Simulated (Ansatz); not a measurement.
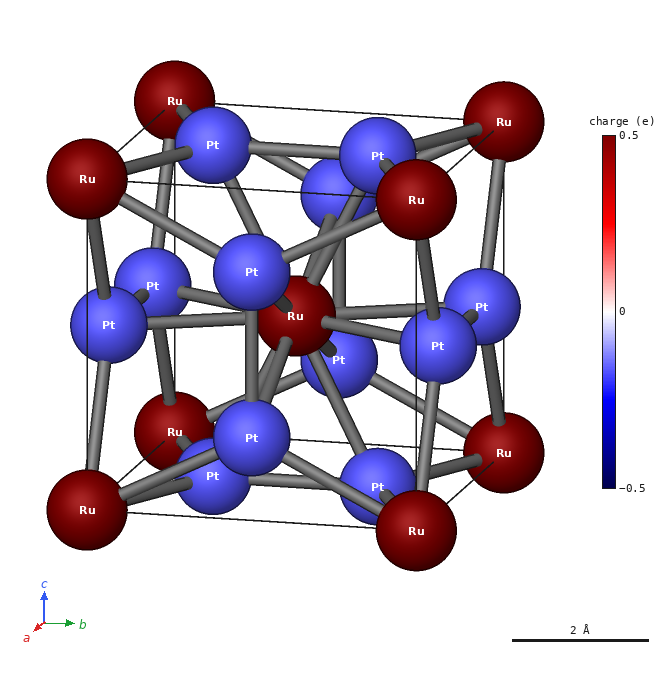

Ball-and-stick drawing of the structure, looking slightly off an axis. The simulation cell is drawn as a box. The atoms of this RuPt3 cell are coloured by their Bader charge.

Theory: DFT PBE, scalar-relativistic, plane waves, PAW in Ansatz 0.2.0. Numerical settings: 420 eV cutoff, an 8×8×8 grid in reciprocal space, Gaussian smearing of 0.1 eV, collinear spins. The state is ferromagnetic.

Which atoms are positive and which negative?

Most positive: Ru; most negative: Pt. Charges: about Ru +0.5 e; Pt -0.2 e.

Origin of the cell: a structure type filled with these elements by a generator (whether the compound takes this form wasn't checked). Earlier steps of the study may have refined or changed the cell and positions. A calculation with Ansatz used it as input.
